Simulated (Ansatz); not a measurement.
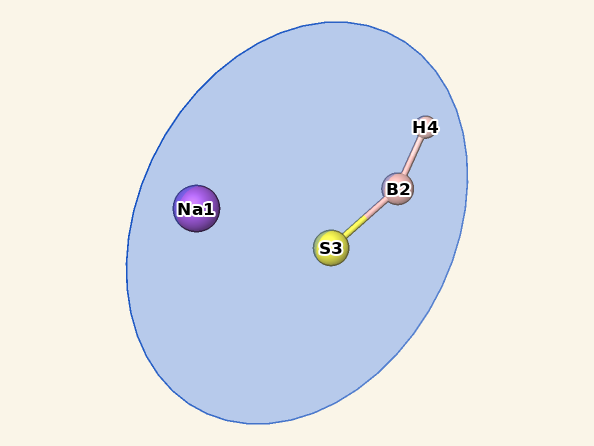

A disc through the centre of mass is drawn in. Depth is shown by fading: the farther an atom, the more it takes the colour of the background. The species has charge −1 and is a spin singlet. The computed structure is the end point of a PBE-D4/def2-SVPD optimisation. No frequency run is at hand to confirm it as a minimum.

> Is the plane of the disc a mirror plane of the structure?

Yes. The reflection leaves Na1, B2, S3, H4 in place. The point group is Cs.
